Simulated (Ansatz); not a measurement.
Molecular dynamics, with input and output: TiN3H6F (part 2 of 2)

The same run, continued: TiN3H6F; RHF/def2-SVP (Ansatz 0.2.0). It belongs to a series of runs on one base structure; here: dynamics from the start.

Geometry of the input (Å):
```
Ti 0.0223  -0.0160  -0.0292
F  0.1075  -0.0770  1.7350
N  1.7371  -0.0247  -0.7677
H  2.4885  -0.6055  -0.4384
H  2.0676  0.6026  -1.4778
N  -0.8523  1.5368  -0.5862
H  -1.5911  1.5794  -1.2639
H  -0.7060  2.4414  -0.1729
N  -0.9107  -1.4928  -0.6890
H  -1.7479  -1.8604  -0.2714
H  -0.6086  -2.0838  -1.4417
```

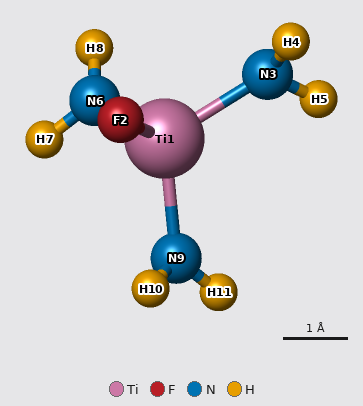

Figure 1. The geometry at step 146 of the log (ball-and-stick view, seen at a tilt; atoms are numbered from 1 in the order of the input).

### Log, continued
```
md step   117: t =    58.50 fs  T =   981.3 K  F+E_penalty+E_count = -30326.05875600 eV  E_kin = 1.141564 eV  conserved = -30324.91719172 eV  (41 SCF iters)
md step   118: t =    59.00 fs  T =   961.3 K  F+E_penalty+E_count = -30326.03345961 eV  E_kin = 1.118270 eV  conserved = -30324.91518987 eV  (42 SCF iters)
md step   119: t =    59.50 fs  T =   930.5 K  F+E_penalty+E_count = -30325.99531084 eV  E_kin = 1.082485 eV  conserved = -30324.91282572 eV  (42 SCF iters)
md step   120: t =    60.00 fs  T =   919.2 K  F+E_penalty+E_count = -30325.98085738 eV  E_kin = 1.069398 eV  conserved = -30324.91145898 eV  (41 SCF iters)
md step   121: t =    60.50 fs  T =   945.2 K  F+E_penalty+E_count = -30326.01137667 eV  E_kin = 1.099574 eV  conserved = -30324.91180245 eV  (68 SCF iters)
md step   122: t =    61.00 fs  T =  1004.5 K  F+E_penalty+E_count = -30326.08209439 eV  E_kin = 1.168631 eV  conserved = -30324.91346321 eV  (42 SCF iters)
md step   123: t =    61.50 fs  T =  1076.6 K  F+E_penalty+E_count = -30326.16777670 eV  E_kin = 1.252412 eV  conserved = -30324.91536454 eV  (42 SCF iters)
md step   124: t =    62.00 fs  T =  1136.5 K  F+E_penalty+E_count = -30326.23875368 eV  E_kin = 1.322179 eV  conserved = -30324.91657424 eV  (42 SCF iters)
md step   125: t =    62.50 fs  T =  1167.9 K  F+E_penalty+E_count = -30326.27538411 eV  E_kin = 1.358627 eV  conserved = -30324.91675701 eV  (41 SCF iters)
md step   126: t =    63.00 fs  T =  1167.2 K  F+E_penalty+E_count = -30326.27393675 eV  E_kin = 1.357895 eV  conserved = -30324.91604132 eV  (42 SCF iters)
md step   127: t =    63.50 fs  T =  1143.7 K  F+E_penalty+E_count = -30326.24522751 eV  E_kin = 1.330539 eV  conserved = -30324.91468844 eV  (42 SCF iters)
md step   128: t =    64.00 fs  T =  1115.4 K  F+E_penalty+E_count = -30326.21053282 eV  E_kin = 1.297535 eV  conserved = -30324.91299785 eV  (42 SCF iters)
md step   129: t =    64.50 fs  T =  1104.4 K  F+E_penalty+E_count = -30326.19627669 eV  E_kin = 1.284780 eV  conserved = -30324.91149674 eV  (42 SCF iters)
md step   130: t =    65.00 fs  T =  1129.7 K  F+E_penalty+E_count = -30326.22527720 eV  E_kin = 1.314278 eV  conserved = -30324.91099963 eV  (42 SCF iters)
md step   131: t =    65.50 fs  T =  1196.9 K  F+E_penalty+E_count = -30326.30449347 eV  E_kin = 1.392400 eV  conserved = -30324.91209348 eV  (42 SCF iters)
md step   132: t =    66.00 fs  T =  1291.5 K  F+E_penalty+E_count = -30326.41689989 eV  E_kin = 1.502469 eV  conserved = -30324.91443094 eV  (42 SCF iters)
md step   133: t =    66.50 fs  T =  1384.3 K  F+E_penalty+E_count = -30326.52714704 eV  E_kin = 1.610377 eV  conserved = -30324.91677037 eV  (43 SCF iters)
md step   134: t =    67.00 fs  T =  1446.1 K  F+E_penalty+E_count = -30326.60018275 eV  E_kin = 1.682354 eV  conserved = -30324.91782828 eV  (43 SCF iters)
md step   135: t =    67.50 fs  T =  1464.3 K  F+E_penalty+E_count = -30326.62056845 eV  E_kin = 1.703481 eV  conserved = -30324.91708697 eV  (43 SCF iters)
md step   136: t =    68.00 fs  T =  1448.7 K  F+E_penalty+E_count = -30326.60032230 eV  E_kin = 1.685276 eV  conserved = -30324.91504612 eV  (43 SCF iters)
md step   137: t =    68.50 fs  T =  1425.4 K  F+E_penalty+E_count = -30326.57119760 eV  E_kin = 1.658273 eV  conserved = -30324.91292425 eV  (44 SCF iters)
md step   138: t =    69.00 fs  T =  1421.8 K  F+E_penalty+E_count = -30326.56600537 eV  E_kin = 1.654063 eV  conserved = -30324.91194280 eV  (43 SCF iters)
md step   139: t =    69.50 fs  T =  1450.5 K  F+E_penalty+E_count = -30326.59999076 eV  E_kin = 1.687427 eV  conserved = -30324.91256362 eV  (44 SCF iters)
md step   140: t =    70.00 fs  T =  1503.7 K  F+E_penalty+E_count = -30326.66361436 eV  E_kin = 1.749349 eV  conserved = -30324.91426530 eV  (44 SCF iters)
md step   141: t =    70.50 fs  T =  1559.4 K  F+E_penalty+E_count = -30326.73011294 eV  E_kin = 1.814085 eV  conserved = -30324.91602775 eV  (43 SCF iters)
md step   142: t =    71.00 fs  T =  1593.6 K  F+E_penalty+E_count = -30326.77089351 eV  E_kin = 1.853850 eV  conserved = -30324.91704371 eV  (44 SCF iters)
md step   143: t =    71.50 fs  T =  1591.3 K  F+E_penalty+E_count = -30326.76825226 eV  E_kin = 1.851192 eV  conserved = -30324.91706003 eV  (44 SCF iters)
md step   144: t =    72.00 fs  T =  1550.5 K  F+E_penalty+E_count = -30326.72001450 eV  E_kin = 1.803791 eV  conserved = -30324.91622345 eV  (43 SCF iters)
md step   145: t =    72.50 fs  T =  1481.1 K  F+E_penalty+E_count = -30326.63781795 eV  E_kin = 1.723019 eV  conserved = -30324.91479903 eV  (44 SCF iters)
md step   146: t =    73.00 fs  T =  1401.0 K  F+E_penalty+E_count = -30326.54291309 eV  E_kin = 1.629789 eV  conserved = -30324.91312375 eV  (45 SCF iters)
md step   147: t =    73.50 fs  T =  1331.2 K  F+E_penalty+E_count = -30326.46036033 eV  E_kin = 1.548594 eV  conserved = -30324.91176670 eV  (45 SCF iters)
md step   148: t =    74.00 fs  T =  1288.1 K  F+E_penalty+E_count = -30326.40993195 eV  E_kin = 1.498464 eV  conserved = -30324.91146772 eV  (46 SCF iters)
md step   149: t =    74.50 fs  T =  1274.5 K  F+E_penalty+E_count = -30326.39523410 eV  E_kin = 1.482643 eV  conserved = -30324.91259104 eV  (45 SCF iters)
md step   150: t =    75.00 fs  T =  1275.9 K  F+E_penalty+E_count = -30326.39887499 eV  E_kin = 1.484262 eV  conserved = -30324.91461303 eV  (47 SCF iters)
md step   151: t =    75.50 fs  T =  1267.2 K  F+E_penalty+E_count = -30326.39055513 eV  E_kin = 1.474189 eV  conserved = -30324.91636607 eV  (46 SCF iters)
md step   152: t =    76.00 fs  T =  1227.2 K  F+E_penalty+E_count = -30326.34447650 eV  E_kin = 1.427640 eV  conserved = -30324.91683668 eV  (47 SCF iters)
md step   153: t =    76.50 fs  T =  1150.8 K  F+E_penalty+E_count = -30326.25454403 eV  E_kin = 1.338774 eV  conserved = -30324.91576976 eV  (111 SCF iters)
md step   154: t =    77.00 fs  T =  1052.5 K  F+E_penalty+E_count = -30326.13816523 eV  E_kin = 1.224400 eV  conserved = -30324.91376525 eV  (47 SCF iters)
md step   155: t =    77.50 fs  T =   958.5 K  F+E_penalty+E_count = -30326.02696674 eV  E_kin = 1.115036 eV  conserved = -30324.91193102 eV  (47 SCF iters)
md step   156: t =    78.00 fs  T =   892.7 K  F+E_penalty+E_count = -30325.94977578 eV  E_kin = 1.038523 eV  conserved = -30324.91125304 eV  (47 SCF iters)
md step   157: t =    78.50 fs  T =   864.3 K  F+E_penalty+E_count = -30325.91751198 eV  E_kin = 1.005493 eV  conserved = -30324.91201857 eV  (47 SCF iters)
md step   158: t =    79.00 fs  T =   863.9 K  F+E_penalty+E_count = -30325.91868947 eV  E_kin = 1.005006 eV  conserved = -30324.91368372 eV  (48 SCF iters)
md step   159: t =    79.50 fs  T =   870.1 K  F+E_penalty+E_count = -30325.92751036 eV  E_kin = 1.012211 eV  conserved = -30324.91529895 eV  (47 SCF iters)
md step   160: t =    80.00 fs  T =   861.4 K  F+E_penalty+E_count = -30325.91829711 eV  E_kin = 1.002156 eV  conserved = -30324.91614135 eV  (48 SCF iters)
md step   161: t =    80.50 fs  T =   826.0 K  F+E_penalty+E_count = -30325.87692322 eV  E_kin = 0.960900 eV  conserved = -30324.91602316 eV  (47 SCF iters)
md step   162: t =    81.00 fs  T =   764.4 K  F+E_penalty+E_count = -30325.80437579 eV  E_kin = 0.889234 eV  conserved = -30324.91514146 eV  (47 SCF iters)
md step   163: t =    81.50 fs  T =   688.0 K  F+E_penalty+E_count = -30325.71418458 eV  E_kin = 0.800385 eV  conserved = -30324.91379997 eV  (48 SCF iters)
md step   164: t =    82.00 fs  T =   614.8 K  F+E_penalty+E_count = -30325.62757543 eV  E_kin = 0.715237 eV  conserved = -30324.91233834 eV  (48 SCF iters)
md step   165: t =    82.50 fs  T =   564.2 K  F+E_penalty+E_count = -30325.56760260 eV  E_kin = 0.656361 eV  conserved = -30324.91124121 eV  (47 SCF iters)
these checks for a lower state are left out or cut short: starts, cluster_reference, orbital_swaps, neighbouring_geometries, increment
1350 factors; integrals over basis functions are off by at most 7.0e-4 eV
mean field evaluation 1664: about -30325.5512 eV, gradient 1.2e-5 eV
mean field -30325.55119402 eV, -1114.4434509832 hartree, gradient 1.2e-5 eV, S^2 0.000000; 0 other end points of the search recorded, 0 dependent functions left out
the calculation of the forces begins
reference -30325.55119402 eV, -1114.4434509832 hartree; 29, 29 occupied and 88, 88 virtual orbitals, 1350 factors
1350 factors; integrals over basis functions are off by at most 7.0e-4 eV
mean field -30325.55119402 eV, -1114.4434509832 hartree, gradient 1.2e-5 eV, S^2 0.000000; 1 other end points of the search recorded, 0 dependent functions left out
the calculation of the forces begins
reference -30325.55119402 eV, -1114.4434509832 hartree; 29, 29 occupied and 88, 88 virtual orbitals, 1350 factors
md step   166: t =    83.00 fs  T =   550.2 K  F+E_penalty+E_count = -30325.55119402 eV  E_kin = 0.640096 eV  conserved = -30324.91109794 eV  (75 SCF iters)
```

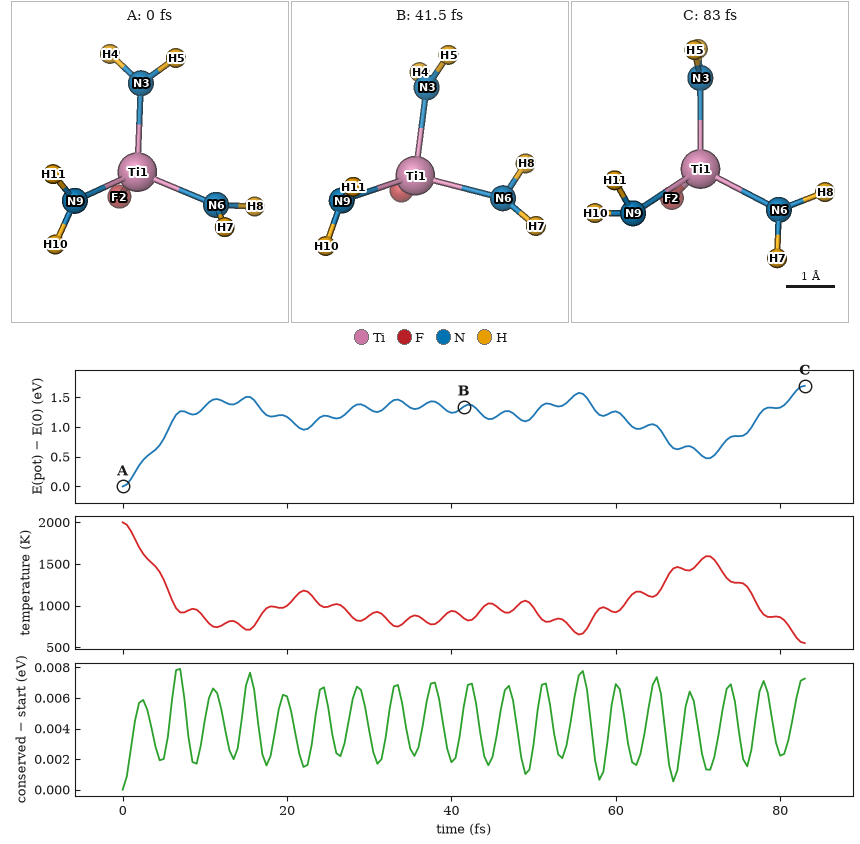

Figure 2. Frames of the molecular dynamics (ball-and-stick, seen at a tilt) above the curves, on which the letters mark them. The trajectory kept here has 167 frames over 83 fs. The temperature starts at 2000 K, ranges from 550 to 2000 K and averages 1038 K over the second half. The potential energy ends 1.694 eV above its first value. The conserved quantity stays within 0.0079 eV. After an unweighted best fit of the last frame on the first, the root-mean-square displacement is 0.55 Å.

```
Total energy: -30325.55119402 eV, -1114.4434509832 hartree
Atom 0 at     0.097031     0.055063    -0.033368 Å, force    -2.769446    -0.412298    -0.070786 eV/Å
Atom 1 at     0.073272    -0.256433     1.796777 Å, force     0.182305     0.645121    -2.591705 eV/Å
Atom 2 at     1.891197    -0.011407    -0.681775 Å, force    -0.008629    -0.327210    -0.320098 eV/Å
Atom 3 at     2.739239     0.051264    -0.093679 Å, force    -1.093434    -0.102066    -0.647001 eV/Å
Atom 4 at     2.169724    -0.286862    -1.648491 Å, force    -0.502144     0.545634     1.481081 eV/Å
Atom 5 at    -1.002145     1.581787    -0.736311 Å, force     0.423766    -0.873328     0.940495 eV/Å
Atom 6 at    -2.056321     1.529713    -0.673710 Å, force     2.252764     0.139340    -0.191101 eV/Å
Atom 7 at    -0.674880     2.523614    -1.024246 Å, force    -0.592612    -1.408011     0.419378 eV/Å
Atom 8 at    -1.170650    -1.516945    -0.711040 Å, force     2.154394     2.177735     2.899452 eV/Å
Atom 9 at    -0.941367    -2.205442    -0.000252 Å, force    -0.831087     0.182476     0.882422 eV/Å
Atom 10 at    -0.687771    -2.007071    -1.393693 Å, force     0.784124    -0.567392    -2.802138 eV/Å
Dipole moment:     0.644817     0.119294    -0.432524 e Å
```

### Trajectory as extended XYZ (Å, eV, eV/Å), 9 of the 167 frames kept, from step=0 to step=166
```
11
Properties=species:S:1:pos:R:3:forces:R:3 step=0 time_fs=0.0 energy=-30327.24505 temperature=2000.0
Ti    0.0223   -0.0160   -0.0292    0.0021  -0.0037   0.0002
F     0.1075   -0.0770    1.7350    0.0009  -0.0015   0.0009
N     1.7371   -0.0247   -0.7677    0.0008   0.0048  -0.0019
H     2.4885   -0.6055   -0.4384    0.0010  -0.0020   0.0016
H     2.0676    0.6026   -1.4778    0.0009  -0.0001  -0.0002
N    -0.8523    1.5368   -0.5862   -0.0024  -0.0002  -0.0016
H    -1.5911    1.5794   -1.2639    0.0009  -0.0009  -0.0007
H    -0.7060    2.4414   -0.1729   -0.0006   0.0001   0.0001
N    -0.9107   -1.4928   -0.6890    0.0003   0.0035  -0.0001
H    -1.7479   -1.8604   -0.2714   -0.0024  -0.0016  -0.0003
H    -0.6086   -2.0838   -1.4417   -0.0014   0.0015   0.0021
11
Properties=species:S:1:pos:R:3:forces:R:3 step=21 time_fs=10.5 energy=-30325.82772 temperature=786.8
Ti   -0.0338   -0.0514   -0.0423    0.9712  -0.7305   0.9285
F     0.1740   -0.0168    1.6365    0.0296  -0.4494   3.4911
N     1.6173    0.0261   -0.6532    4.9437  -0.1712  -1.3927
H     2.5252   -0.3550   -0.3045   -1.6055   0.7222  -0.6809
H     1.7533    0.7175   -1.3882    0.3132  -0.5498   0.4188
N    -0.6647    1.4866   -0.5412   -3.1991   5.4076  -1.0429
H    -1.6238    1.3485   -0.8995    0.9130   0.7825   0.1295
H    -0.5008    2.4681   -0.2001   -0.4570  -1.9904  -0.8207
N    -0.9202   -1.4558   -0.7487   -2.1870  -2.1217   0.6998
H    -1.3215   -1.9910    0.0229   -0.3575   0.1236  -0.5413
H    -0.3308   -2.0901   -1.2050    0.6353  -1.0229  -1.1891
11
Properties=species:S:1:pos:R:3:forces:R:3 step=42 time_fs=21.0 energy=-30326.19981 temperature=1104.7
Ti   -0.0680   -0.0900   -0.0409    1.2560   2.0667  -0.0406
F     0.2383    0.0190    1.6918   -0.5406  -0.7343   0.1694
N     1.6815    0.0791   -0.6311    1.2122   0.0809  -0.4728
H     2.5978   -0.1031   -0.1829   -1.4387   0.1971  -0.5558
H     1.7798    0.7598   -1.3910    0.1237  -0.7039   0.5972
N    -0.6418    1.6226   -0.5759   -1.9618   1.0317   0.2014
H    -1.6717    1.6754   -0.7516    1.5426   0.0883   0.0333
H    -0.3136    2.5819   -0.3155   -0.3801  -1.8889  -0.4036
N    -1.0096   -1.6042   -0.8239    0.3037   0.5158   2.3216
H    -1.2072   -2.1503    0.0389   -0.2313   0.0940  -1.1760
H    -0.2412   -2.0707   -1.2602    0.1143  -0.7473  -0.6739
11
Properties=species:S:1:pos:R:3:forces:R:3 step=62 time_fs=31.0 energy=-30325.99284 temperature=925.1
Ti   -0.0759   -0.0929   -0.0399    1.0469   1.5634  -0.1393
F     0.2736    0.0173    1.7631   -0.8018  -0.6002  -2.2397
N     1.7509    0.1160   -0.6447   -1.9403  -0.0469  -0.0378
H     2.5256    0.0588   -0.0078   -0.0258  -0.0824   0.0456
H     1.9839    0.6907   -1.4523   -0.1838  -0.4527   0.4850
N    -0.6991    1.7307   -0.6123   -0.4578  -1.9422   0.4628
H    -1.6204    2.1495   -0.8322    1.2872  -0.7944   0.2989
H    -0.0201    2.4546   -0.4181   -0.2808  -0.1390  -0.0584
N    -1.0345   -1.7303   -0.8186    1.3871  -0.0400   0.7632
H    -1.4915   -2.5308   -0.3393    0.3404   1.5315  -0.1518
H    -0.5467   -2.2255   -1.5848   -0.3713   1.0029   0.5713
11
Properties=species:S:1:pos:R:3:forces:R:3 step=83 time_fs=41.5 energy=-30325.90070 temperature=849.1
Ti   -0.0642   -0.0630   -0.0421   -0.4736   0.0852  -0.2797
F     0.2691   -0.0165    1.7293   -0.5526  -0.3029  -1.3957
N     1.6994    0.1312   -0.6283   -2.2591  -0.4202  -0.5738
H     2.3219    0.1405    0.1135    1.5467  -0.1208   1.5707
H     2.1298    0.4585   -1.4572    0.0911   0.1266  -0.6807
N    -0.7214    1.6804   -0.6032   -0.1853  -3.1505   0.6181
H    -1.4289    2.3032   -0.8926   -1.0865  -0.0267  -0.1772
H     0.0947    2.2004   -0.5546    1.8225   1.3362   0.0734
N    -0.9471   -1.7960   -0.7522   -0.9867   2.0966  -1.9005
H    -1.9059   -2.1344   -0.5570    1.2028   0.4479   0.6412
H    -1.0396   -1.7516   -1.8176    0.8807  -0.0714   2.1041
11
Properties=species:S:1:pos:R:3:forces:R:3 step=104 time_fs=52.0 energy=-30325.85464 temperature=809.6
Ti   -0.0604   -0.0361   -0.0491   -0.1388  -2.8055   0.0997
F     0.2349   -0.0678    1.6340   -0.0710  -0.1503   2.2577
N     1.6234    0.1318   -0.5926    1.1474   0.0031  -0.4512
H     2.2676    0.0914    0.1481    1.0077  -0.1096   0.8526
H     2.0782    0.1193   -1.4563    0.6135   0.0121  -1.3053
N    -0.6918    1.5419   -0.5706   -0.8466   0.4074  -0.2719
H    -1.5140    1.9511   -0.8543   -2.0665   0.9981  -0.5716
H     0.0697    2.1247   -0.7351    1.1556   1.3775  -0.3225
N    -0.8661   -1.6864   -0.6931   -0.3619   2.0591  -1.3648
H    -1.7611   -1.6049   -0.1988   -0.0531  -0.6103  -0.8060
H    -0.9859   -1.3844   -1.7110   -0.3865  -1.1816   1.8831
11
Properties=species:S:1:pos:R:3:forces:R:3 step=124 time_fs=62.0 energy=-30326.23875 temperature=1136.5
Ti   -0.0522   -0.0492   -0.0525    3.6122   3.1217   0.9153
F     0.1950   -0.1259    1.6422   -0.2240  -0.2121   2.2478
N     1.6976    0.1240   -0.6028    1.0563  -0.4395   0.1508
H     2.4251   -0.0142    0.0913   -0.2591   0.1461  -0.3591
H     2.0186   -0.1855   -1.4936    0.3064   0.0124  -0.4296
N    -0.7441    1.5413   -0.6091   -0.5432   1.0436  -0.6256
H    -1.7141    1.6578   -0.7556   -0.8554   0.4913  -0.2038
H    -0.2135    2.3271   -0.9411   -0.1406  -0.0582   0.1145
N    -0.8275   -1.4941   -0.6405   -4.5677  -3.8448  -3.7065
H    -1.6890   -1.6806   -0.1265    0.4876  -0.3555   0.2308
H    -1.1519   -1.6458   -1.6323    1.1274   0.0948   1.6655
11
Properties=species:S:1:pos:R:3:forces:R:3 step=145 time_fs=72.5 energy=-30326.63782 temperature=1481.1
Ti    0.0173   -0.0183   -0.0416    0.2148   1.6048  -0.3902
F     0.1412   -0.1959    1.7530   -0.3066   0.1580  -1.4280
N     1.8396    0.0800   -0.6516    0.1200  -1.2534   0.4347
H     2.6569   -0.0475   -0.0105   -1.4446   0.3104  -1.0088
H     2.0726   -0.3551   -1.5566   -0.1558   0.6406   0.8636
N    -0.8915    1.6188   -0.6984   -0.2754  -0.1232   0.1474
H    -1.9298    1.6204   -0.6936    1.4085  -0.0998  -0.0470
H    -0.5873    2.5494   -1.0695   -0.1768  -1.8469   0.8168
N    -0.9984   -1.4858   -0.6936    0.6311   0.7209   1.4602
H    -1.4018   -2.0292    0.0665    0.0944   0.0149  -0.5311
H    -0.9708   -2.0071   -1.5417   -0.1095  -0.1264  -0.3175
11
Properties=species:S:1:pos:R:3:forces:R:3 step=166 time_fs=83.0 energy=-30325.55119 temperature=550.2
Ti    0.0970    0.0551   -0.0334   -2.7694  -0.4123  -0.0708
F     0.0733   -0.2564    1.7968    0.1823   0.6451  -2.5917
N     1.8912   -0.0114   -0.6818   -0.0086  -0.3272  -0.3201
H     2.7392    0.0513   -0.0937   -1.0934  -0.1021  -0.6470
H     2.1697   -0.2869   -1.6485   -0.5021   0.5456   1.4811
N    -1.0021    1.5818   -0.7363    0.4238  -0.8733   0.9405
H    -2.0563    1.5297   -0.6737    2.2528   0.1393  -0.1911
H    -0.6749    2.5236   -1.0242   -0.5926  -1.4080   0.4194
N    -1.1706   -1.5169   -0.7110    2.1544   2.1777   2.8995
H    -0.9414   -2.2054   -0.0003   -0.8311   0.1825   0.8824
H    -0.6878   -2.0071   -1.3937    0.7841  -0.5674  -2.8021
```
